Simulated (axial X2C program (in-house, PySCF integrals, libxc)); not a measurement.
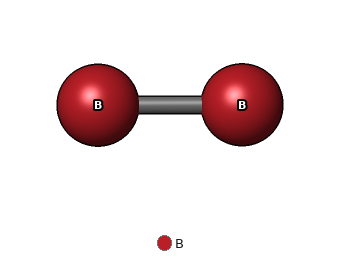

*The molecule at the reference distance of 1.517 Å.*

B₂: relativistic diatomic calculation

B₂, single determinant with M_S = 2 and |Λ| = 0. Computed at this level: HF, spin-free X2C-1e, B dyall-v3z (cores contracted) (axial X2C program (in-house, PySCF integrals, libxc)).

## Key numbers

```
                    quantity                                                                 value
                     outcome                                                             converged
              bond length rₑ                                                               1.501 Å
                          ωₑ                                                             1379 cm⁻¹
       energy at the minimum                                                     −49.18834 hartree
   depth below the fragments                                                               2.96 eV
largest ⟨S²⟩ along the curve                                                                  6.00
                    hardware  1 thread of Arm Neoverse V1, 24 GiB of memory available, shared host
                   wall time                                                                0.63 s
                 peak memory                                                              0.28 GiB
```

## Remarks

Hartree–Fock lacks correlation, so it usually binds too weakly.

## The input
```
{"zs": [5, 5], "q": 0, "bas": ["dyall-v3z", "dyall-v3z"], "levels": ["PBE0", "HF", "r2SCAN0"], "cc": true, "r0": 1.7, "thr": -2.0, "nmax": 90, "npts": 10, "nst": 2, "ntry": 6}
```

The line is the task of a batch: nuclear charges, charge, bases, the levels to run, a first guess of the distance and further settings. This report covers HF without spin-orbit coupling. The log is that of the reference distance 1.517 Å.

Launched within a batch (the task file carries these settings):
```bash
python <driver script> task.json out
```

## The program's output
```
spin-free X2C-1e  HF
basis functions 84  fitting functions 530  grid points 4348
iter        total energy     max residual
   1        -49.181726828     9.31e-02
   2        -49.187643123     5.42e-03
   3        -49.188086052     3.62e-03
   4        -49.188153086     1.62e-03
   5        -49.188164702     2.67e-04
   6        -49.188165752     1.22e-04
   7        -49.188165861     3.89e-05
   8        -49.188165868     7.03e-06
   9        -49.188165868     2.27e-06
converged
one-electron -82.21790595  Coulomb 32.05887063  exact exchange -7.74991517  xc functional 0.00000000  nuclear repulsion 8.72078462
correlated 6  virtual 154  natural virtual 72  E(MP2) -0.096297582  MP2 remainder -0.001611467
iter   CCSD correlation   residual
   1     -0.107755218   8.80e-02
   2     -0.112675601   3.45e-02
   3     -0.113129654   1.02e-02
   4     -0.113250728   2.74e-03
   5     -0.113238830   7.35e-04
   6     -0.113246109   1.96e-04
   7     -0.113246532   4.69e-05
   8     -0.113246372   9.60e-06
   9     -0.113246404   2.59e-06
  10     -0.113246407   5.91e-07
(T) -0.005234792971563804  T1 0.0243  D1 0.0460  max T2 0.089
```

## The points of the curve

| R (Å) | E (hartree) | dipole (D; origin at the first atom, positive when the second is positive) | highest filled (eV) | lowest empty (eV) |
| --- | --- | --- | --- | --- |
| 1.320 | −49.157735 | 0.00 | −10.76 | 1.06 |
| 1.381 | −49.176029 | 0.00 | −10.44 | 0.94 |
| 1.426 | −49.183888 | 0.00 | −10.21 | 0.85 |
| 1.472 | −49.187695 | 0.00 | −10.00 | 0.75 |
| 1.517 | −49.188166 | 0.00 | −9.81 | 0.65 |
| 1.570 | −49.185290 | 0.00 | −9.60 | 0.53 |
| 1.623 | −49.179469 | 0.00 | −9.40 | 0.40 |
| 1.692 | −49.168668 | 0.00 | −9.17 | 0.23 |
| 1.775 | −49.151851 | 0.00 | −8.92 | 0.01 |
| 1.896 | −49.123021 | 0.00 | −8.60 | −0.32 |

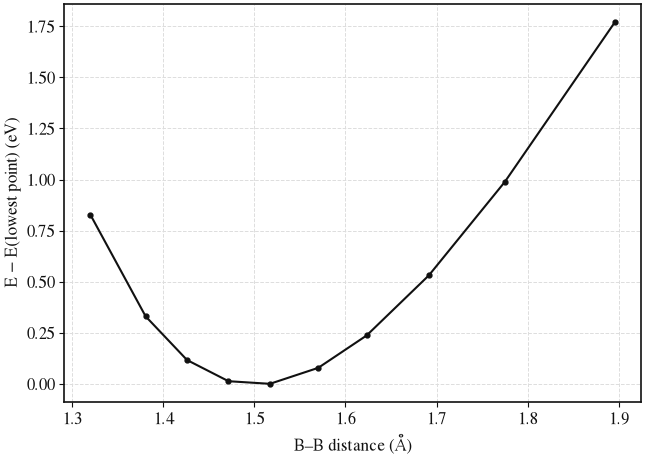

*Energy at 10 bond lengths, for one set of occupations held fixed; the line joins the points.*

A polynomial of degree 6 through 9 points gives rₑ = 1.501 Å, ωₑ = 1379 cm⁻¹, ωₑxₑ = 5.6 cm⁻¹ and Bₑ = 1.359 cm⁻¹. The minimum lies 2.96 eV below B + B, each computed as one determinant at the same level.

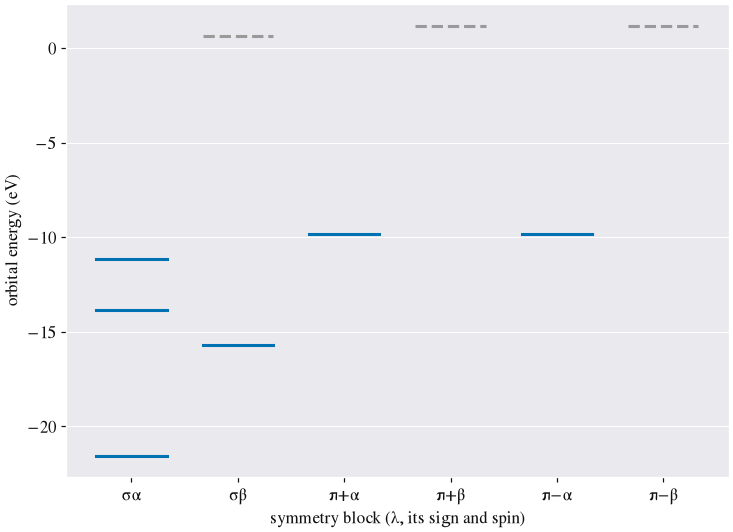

*Orbital energies near the frontier at 1.52 Å, filled (solid) and empty (dashed); a label such as π−α means λ = −1 and α spin.*

The highest filled orbital (π−α; 48 % B p, 48 % B p) lies at −9.81 eV, the lowest empty one (σβ; 40 % B p, 40 % B p) at 0.65 eV.
